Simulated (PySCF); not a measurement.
# [RuCl2]+: structure of the quartet

Aim: relax [RuCl2]+ as a quartet from a PBE0 minimum start, check by its vibrations whether the end is a minimum, and collect its spectrum and constants.

Program: PySCF 2.14.0. Level of theory: PBE0, basis Ru def2-SVP with ECP28, Cl def2-SVP, scalar-relativistic core potentials, no spin–orbit coupling, density fitting. These are calculated values, not measurements.

**1. Starting geometry**

3 atoms, charge 1, spin multiplicity 4.

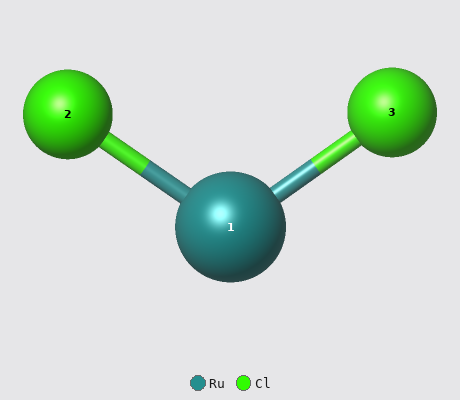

The starting geometry (ruthenium teal, chlorine green); atoms are numbered from 1 in the order of the file.

Z-matrix (Å, degrees; charge 1 multiplicity 4):
```
Ru
Cl 1 2.1423
Cl 1 2.1423 2 109.98
```

**2. The SCF at the typed geometry**

One driver script runs all steps and calls PySCF; scf.py shows how it sets up the SCF of each step. The optimiser is the driver's own. After this first run the driver tries any further starts and a stability analysis.

Contents of scf.py:

```python
from pyscf import gto, scf, dft
mol = gto.M(atom='''
Ru     0.000000    -0.000000    -0.500234
Cl     1.754740    -0.000000     0.728807
Cl    -1.754740     0.000000     0.728807''',
    basis={'Ru': 'def2-SVP', 'Cl': 'def2-SVP'},
    ecp={'Ru': 'def2-SVP'},
    charge=1, spin=3)
mf = dft.UKS(mol, xc='PBE0')
mf.grids.atom_grid = (50, 194)
aux = {'Ru': 'def2-universal-JKFIT', 'Cl': 'def2-universal-JKFIT'}
mf = mf.density_fit(auxbasis=aux)
mf.conv_tol = 1e-08
mf.diis_space = 10
mf.max_cycle = 60
mf.init_guess = 'minao'
mf.verbose = 4
mf.kernel()
```

Started as:

```
OMP_NUM_THREADS=2 python axn.py task.json out
```

Output:

```text
init E= -1005.54062334735
[... the frontier-level lines of each cycle are left out ...]
cycle= 1 E= -1013.99950974126  delta_E= -8.46  |g|= 0.815  |ddm|= 2.19
cycle= 2 E= -1011.84331066102  delta_E= 2.16  |g|= 2.05  |ddm|= 2.85
cycle= 3 E= -1014.3349516201  delta_E= -2.49  |g|= 0.223  |ddm|= 2.38
cycle= 4 E= -1014.36116141375  delta_E= -0.0262  |g|= 0.0764  |ddm|= 0.221
cycle= 5 E= -1014.36389710926  delta_E= -0.00274  |g|= 0.0449  |ddm|= 0.0844
cycle= 6 E= -1014.36537116743  delta_E= -0.00147  |g|= 0.00695  |ddm|= 0.0778
cycle= 7 E= -1014.36547356302  delta_E= -0.000102  |g|= 0.00359  |ddm|= 0.0232
cycle= 8 E= -1014.3655243291  delta_E= -5.08e-05  |g|= 0.00232  |ddm|= 0.0198
cycle= 9 E= -1014.36555921967  delta_E= -3.49e-05  |g|= 0.00107  |ddm|= 0.0242
cycle= 10 E= -1014.36557157796  delta_E= -1.24e-05  |g|= 0.000623  |ddm|= 0.0145
cycle= 11 E= -1014.36557723137  delta_E= -5.65e-06  |g|= 0.000357  |ddm|= 0.0116
cycle= 12 E= -1014.36557932232  delta_E= -2.09e-06  |g|= 0.000242  |ddm|= 0.0111
cycle= 13 E= -1014.36557938868  delta_E= -6.64e-08  |g|= 3.19e-05  |ddm|= 0.00085
cycle= 14 E= -1014.36557939445  delta_E= -5.77e-09  |g|= 1.01e-05  |ddm|= 0.000437
Extra cycle  E= -1014.36557939465  delta_E= -1.98e-10  |g|= 8.13e-06  |ddm|= 3.68e-05
converged SCF energy = -1014.36557939465  <S^2> = 3.7761693  2S+1 = 4.0130633
```

This step, with its further starts and checks, needed 20 s of wall time on 2 threads of Arm Neoverse N1, shared host.

Energies from each starting density:

```csv
start,energy (Eh)
the minimal-basis guess,-1014.365579
a thermally smeared density,-1014.365579
a smeared PBE density,-1014.365711
```

The first run landed in a state that is too high. Following the other starts and the instabilities gains 0.3 kJ/mol (-1014.36571 Eh), and the work goes on from there.

**3. PBE0 minimum start, quartet: relaxation**

The program finds C2v symmetry in the start, which this walk keeps. Threshold on the gradient: 0.0003 Eh/bohr, with a further test on the energy change.

scf.py: that of step 2 with these lines changed.

```diff
@@ -3,3 +3,3 @@
-Ru     0.000000    -0.000000    -0.500234
-Cl     1.754740    -0.000000     0.728807
-Cl    -1.754740     0.000000     0.728807''',
+Ru     0.000000     0.000000    -0.500205
+Cl     1.754740     0.000000     0.728836
+Cl    -1.754740     0.000000     0.728836''',
@@ -16 +15,0 @@
-mf.init_guess = 'minao'
```

Energy and gradient, step by step:

```csv
step,energy (Eh),change (kJ/mol),largest symmetric gradient (Eh/bohr)
0,-1014.365711,0.00,0.00173
1,-1014.365727,-0.04,0.00044
2,-1014.365728,-0.05,0.00032
3,-1014.365729,-0.05,0.00030
```

The walk took 10 s.

After 3 steps and 0.0 kJ/mol it ends at C2v: Ru–Cl 2.147 Å (×2); Cl–Ru–Cl 110.5°.

**4. Hessian and properties**

The point is checked on the finer grid, and tightened if its gradient asks for it. The Hessian and the dipole derivatives come from central differences of analytic gradients, with steps of 0.02 bohr.

scf.py: that of step 3 with these lines changed.

```diff
@@ -3,3 +3,3 @@
-Ru     0.000000     0.000000    -0.500205
-Cl     1.754740     0.000000     0.728836
-Cl    -1.754740     0.000000     0.728836''',
+Ru     0.000000     0.000000    -0.497917
+Cl     1.763864     0.000000     0.725742
+Cl    -1.763864     0.000000     0.725742''',
@@ -10 +10 @@
-mf.grids.atom_grid = (50, 194)
+mf.grids.atom_grid = (75, 302)
@@ -13 +13 @@
-mf.conv_tol = 1e-08
+mf.conv_tol = 1e-10
```

The driver hands on the density of the step before, so the log starts near convergence.

SCF at the final geometry:

```text
init E= -1014.36581639067
[... the frontier-level lines of each cycle are left out ...]
cycle= 1 E= -1014.36581639063  delta_E= 3.62e-11  |g|= 8.39e-06  |ddm|= 1.43e-05
Extra cycle  E= -1014.36581639039  delta_E= 2.45e-10  |g|= 2.2e-05  |ddm|= 3.3e-05
converged SCF energy = -1014.36581639039  <S^2> = 3.7701936  2S+1 = 4.0100841
```

The whole step took 41 s.

Geometry: C2v; Ru–Cl 2.147 Å (×2); Cl–Ru–Cl 110.5°.

Harmonic modes (main isotopes):

| symmetry | ω (cm⁻¹) | IR (km/mol) | type |
| --- | --- | --- | --- |
| a1 | 113 | 2.5 | bend |
| a1 | 441 | 11.1 | stretch |
| b2 | 449 | 61.2 | stretch |

No imaginary mode, so this is a minimum.

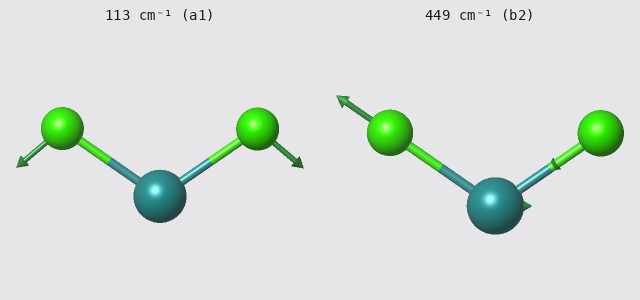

Displacements of 2 of the modes, as arrows (one member where a mode is degenerate).

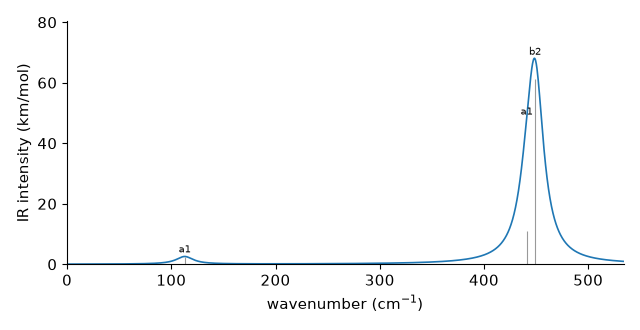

The harmonic infrared spectrum (widths in cm⁻¹). Lines are broadened to a width of 20 cm⁻¹ (Lorentzian).

Constants and moments:

```
Dipole moment about the centre of mass                          : 2.44 D
Highest occupied level                                          : -13.99 eV
Lowest empty level                                              : -11.18 eV
Rotational constants                                            : 0.2715, 0.07747, 0.06027 cm⁻¹
Zero-point energy                                               : 6.0 kJ/mol
Principal polarisabilities                                      : 39.8, 77.9, 84.2 bohr³
Principal traceless quadrupole moments about the centre of mass : -5.37, 1.41, 3.95 D Å
Entropy at 298.15 K and 1 bar (electronic part: spin only)      : 310.5 J/(mol K)
Heat capacity Cp at 298.15 K                                    : 52.9 J/(mol K)
Enthalpy at 298.15 K above 0 K                                  : 13.19 kJ/mol
Rotational symmetry number                                      : 2
Spin squared ⟨S²⟩                                               : 3.770
```

Charges (e) and bond orders:

```json
{"atom": "Ru1", "Mulliken": "0.79", "Löwdin": "0.10", "polar tensor": "1.49", "spin (Mulliken)": "2.56", "Mayer order to Ru1": "–"}
{"atom": "Cl2,3", "Mulliken": "0.11", "Löwdin": "0.45", "polar tensor": "-0.24", "spin (Mulliken)": "0.22", "Mayer order to Ru1": "1.52"}
```

Mulliken populations on Ru1 (outside its core potential): s 2.35, p 6.32, d 6.54, f 0.01.

**5. What came out**

| quantity | value |
| --- | --- |
| minimum | quartet, C2v |
| geometry | Ru–Cl 2.147 Å (×2); Cl–Ru–Cl 110.5° |
| wavenumbers (cm⁻¹) | 113 (a1), 441 (a1), 449 (b2) |
| dipole moment (centre of mass) | 2.44 D |
| highest occupied, lowest empty level (either spin) | -13.99, -11.18 eV |
| polar-tensor charge of Ru1 | +1.49 e |
| zero-point energy | 6.0 kJ/mol |
| entropy at 298.15 K | 310.5 J/(mol K) |
| ⟨S²⟩ | 3.770 |

What this shows: The molecule stays C2v, as typed, and the end point is a minimum. In the infrared the band at 449 cm⁻¹ (b2, stretch) leads. Most of the spin sits on Ru1 (Mulliken spin 2.56, against 3 for the whole molecule). Other starts or spin states, not run here, may lie lower. One determinant may miss the lowest occupation of an open d or f shell.

The search up to here took 71 s.
